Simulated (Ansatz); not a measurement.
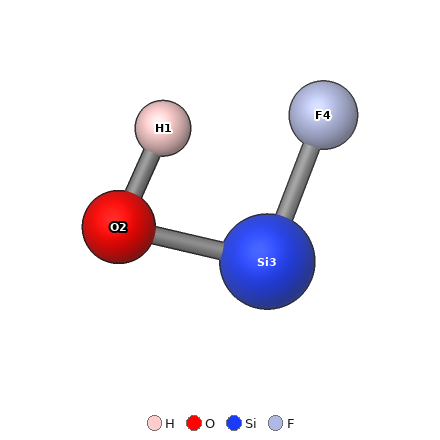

The system is the reacting system FHOSi (one molecule; an intramolecular 1,2-shift); the picture shows the reference structure. First axis: distance H1–Si3 (bond that forms). Second axis: distance H1–O2 (bond that breaks). Relaxed at each point: all other coordinates. The scan uses a 13 × 13 grid. Points are written as (first, second). All energies are given in kJ/mol relative to the lowest grid point. Energies and slopes of some neighbouring points disagree (a jump in structure or state, or too coarse a mesh). The reference is spin-restricted, so regions where a bond is pulled apart into radicals lie too high. The calculation used Ansatz, RKS PBE0-D4/def2-TZVP.

Its coordinates:

```yaml
atoms:
  - { symbol: H, position_ang: [-0.3763, 0.5697, 0.4555] }
  - { symbol: O, position_ang: [-1.1267, 0.0590, -0.2358] }
  - { symbol: Si, position_ang: [0.2418, -0.7099, -0.6271] }
  - { symbol: F, position_ang: [1.2612, 0.0811, 0.4074] }
```

Range: distance H1–Si3 (bond that forms) from 1.278 to 2.478 Å; distance H1–O2 (bond that breaks) from 0.873 to 2.373 Å.

> What landscape does the calculation give?

The lowest grid point is at (2.233 Å, 0.940 Å). The highest grid point, (1.278 Å, 1.920 Å), lies 529 kJ/mol above the lowest.

```tsv
second ↓, first →	1.278	1.332	1.406	1.490	1.582	1.680	1.783	1.890	2.001	2.116	2.233	2.354	2.478
2.373	507	461	411	367	331	302	278	258	241	226	213	203	196
2.218	519	471	418	371	332	300	273	250	231	216	204	195	191
2.067	527	477	420	370	328	293	263	239	220	205	195	189	186
1.920	529	476	417	363	318	281	251	227	209	197	189	185	183
1.777	523	467	405	350	304	266	237	215	200	191	185	183	181
1.638	506	449	387	331	286	250	223	205	194	188	185	182	180
1.504	480	424	362	309	266	234	212	199	193	191	255	253	251
1.375	446	391	332	282	243	216	200	196	197	191	185	181	180
1.253	405	352	295	246	208	180	160	144	131	121	115	111	112
1.138	364	311	253	203	162	129	104	85	70	59	52	50	52
1.033	335	281	222	170	127	92	64	43	27	16	10	9	14
0.940	333	279	219	166	121	84	55	32	16	5	0	1	10
0.873	360	306	245	191	145	107	77	54	37	27	23	27	39
```

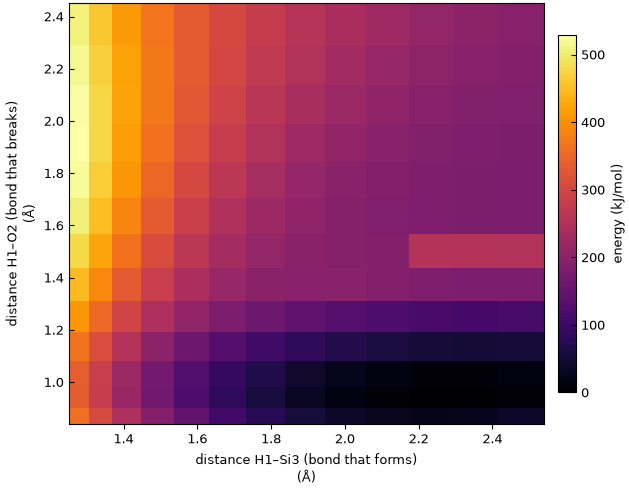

In the figure: one coloured cell a grid point.

Each point was launched as `ansatz run input.yaml --threads 1 --pin off --max-ram 2560MiB --backend cpu --events-out ev --progress --plain --runs-dir out`. Time for the 169 points that were run: 11 min on 1 thread of Intel(R) Xeon(R) 6975P-C (Granite Rapids) (shared host).
